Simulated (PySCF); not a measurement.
```yaml
atoms:
  - { symbol: Si, position_ang: [0.9350, -1.6167, -0.2945] }
  - { symbol: Cl, position_ang: [2.5937, -0.4561, -0.7727] }
  - { symbol: Cl, position_ang: [1.5979, -3.3063, 0.7100] }
  - { symbol: P, position_ang: [-0.3303, -0.3533, 1.0884] }
  - { symbol: Si, position_ang: [-0.4774, 1.4539, -0.2852] }
  - { symbol: H, position_ang: [-1.5641, -0.9460, 0.6774] }
  - { symbol: H, position_ang: [0.6888, 2.3315, 0.0082] }
  - { symbol: H, position_ang: [-0.4994, 1.0988, -1.7356] }
  - { symbol: H, position_ang: [-1.7468, 2.1506, 0.0764] }
```

Geometry: PBE0-D3(BJ)/def2-SVP.

Computed with UKS B3LYP, IGLO-III on Cl P Si, pcH-1 on H, non-relativistic, mean-field spin-orbit, GIAO (PySCF 2.14.0, density-fitted response routines).

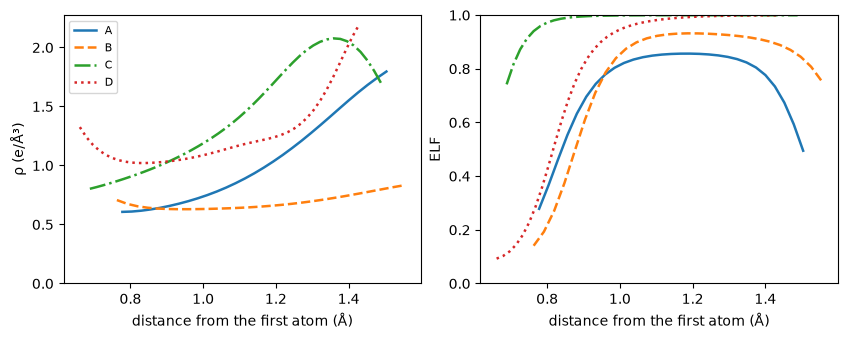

Cl₂H₄PSi₂ (SMILES [SiH3]P[Si](Cl)Cl) (doublet). Electron density and electron localisation function along straight lines between neighbouring atoms. The curves leave out the atomic cores.

Question: Which curve belongs to which contact (P–H, Si–Cl, Si–H and Si–P)? The first atom named is at distance zero.

Answer: Curve A: Si–Cl (2.07 Å): ρ is about 0.78 e/Å³ halfway; the ELF peaks at about 0.85 between the atoms (a shared but strongly polarised pair). Curve B: Si–P (2.26 Å): ρ at the midpoint is about 0.65 e/Å³; the ELF peaks at about 0.95 between the atoms, as expected for a shared electron pair. Curve C: Si–H (1.49 Å): the density is about 0.85 e/Å³ at the midpoint; the ELF climbs to about 1 towards the hydrogen, as it does in any bond to H (a covalent bond by its length). Curve D: P–H (1.43 Å): ρ is about 1.1 e/Å³ halfway; the ELF climbs to about 1 towards the hydrogen.
